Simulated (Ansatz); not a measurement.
FGaH3NO

Input

```
crystal:
  periodic: [false, false, false]
  atoms:
    - { symbol: "N", position_ang: [-0.85149, 1.15823, -0.3762] }
    - { symbol: Ga, position_ang: [0.08829, -0.39013, -0.08988] }
    - { symbol: O, position_ang: [1.67553, -0.4672, 0.60431] }
    - { symbol: F, position_ang: [-0.56439, -1.92844, -0.62647] }
    - { symbol: H, position_ang: [-1.51195, 1.11437, -1.14675] }
    - { symbol: H, position_ang: [-0.26047, 1.97629, -0.48168] }
    - { symbol: H, position_ang: [2.13233, -1.30977, 0.62258] }
basis:
  gaussian: { orbitals: def2-SVP }
hamiltonian:
  xc: b3lyp
relax:
  f_tol: 0.015
  max_steps: 40
output:
  orbitals: {}
```

Launched as:

```sh
ansatz run input.yaml --threads 1 --pin off --max-ram 2048MiB --backend cpu --events-out ev --progress --plain --runs-dir out
```

The fields are those of the relaxed geometry.

Method: Ansatz, RKS B3LYP/def2-SVP.

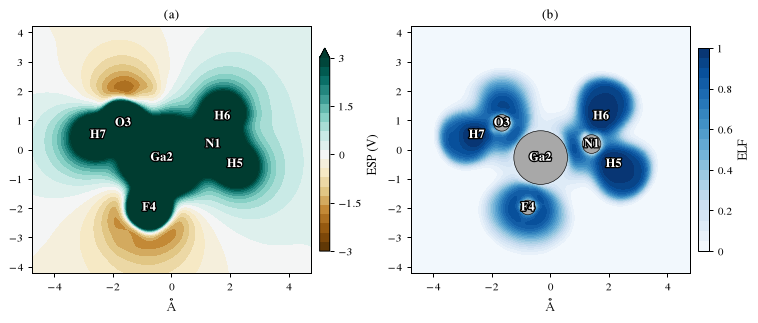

Figure 1. (a) electrostatic potential; (b) electron localisation function on the molecular plane. Grey discs cover the atomic cores in the ELF map.

Interpret the plot.

Answer. The plane passes through N, Ga, O, F and H nuclei.
Ga–F (1.76 Å): the ELF peaks at about 0.80 in the valence shell of F, 0.5 Å from its nucleus, and is about 0.20 at the midpoint.
Ga–O (1.78 Å): the ELF peaks at about 0.85 in the valence shell of O, 0.6 Å from its nucleus, and is about 0.25 at the midpoint.
Ga–N (1.80 Å): the ELF peaks at about 0.85 in the valence shell of N, 0.6 Å from its nucleus, and is about 0.35 at the midpoint.
O–H (0.97 Å): the ELF climbs to about 1 towards the hydrogen, as it does in any bond to H: an ordinary covalent bond to hydrogen.
N–H (1.01 Å): the ELF climbs to about 1 towards the hydrogen (a covalent bond by its length).
The ELF also peaks beside F4 and O3, away from the bonds: lone-pair regions.
Outside the dense part of the molecule the potential is most negative (−2.1 V) near O3.

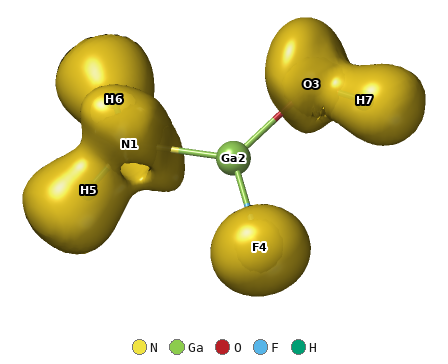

Figure 2. Isosurface of the electron localisation function at 0.75 (yellow), seen at a tilt. Only the valence region is drawn (cores and ρ < 0.01 e/Å³ removed).

Describe the localisation domains.

Answer. At this value the surface marks out one region wrapped around F (its valence shell), one joined region spread over several atoms (H, N), in which their bonds and any lone pairs are merged and one joined region spread over several atoms (H, O), in which their bonds and any lone pairs are merged.

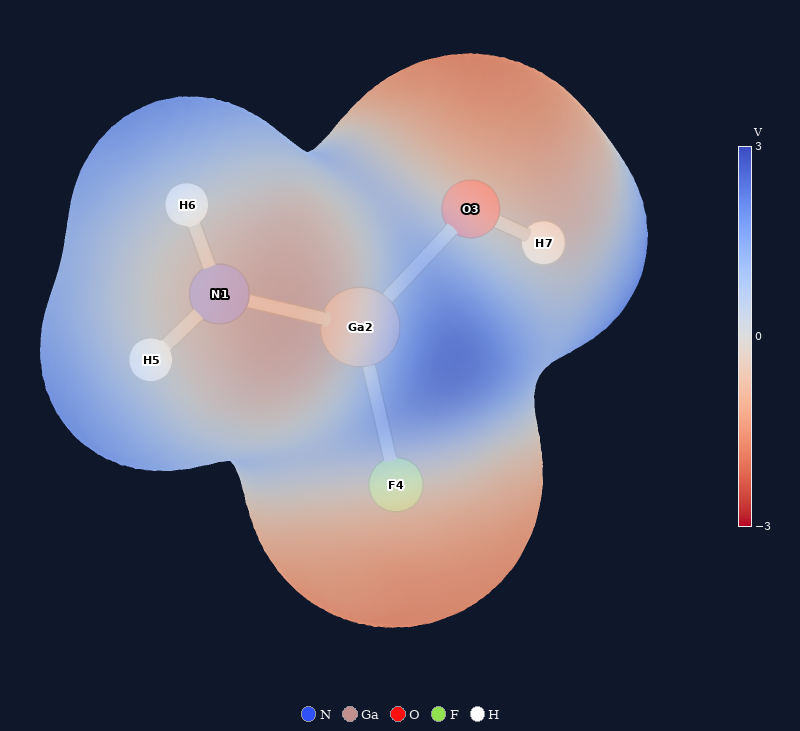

Figure 3. The electrostatic potential painted on the density surface at 0.002 e/bohr³, seen at a tilt; the colour scale runs from red (negative) to blue (positive).

Where is the surface potential most negative and most positive?

Answer. The most negative region (about −1.5 V) lies over O3 and F4, the most positive (about +2.3 V) over Ga2 and H7.
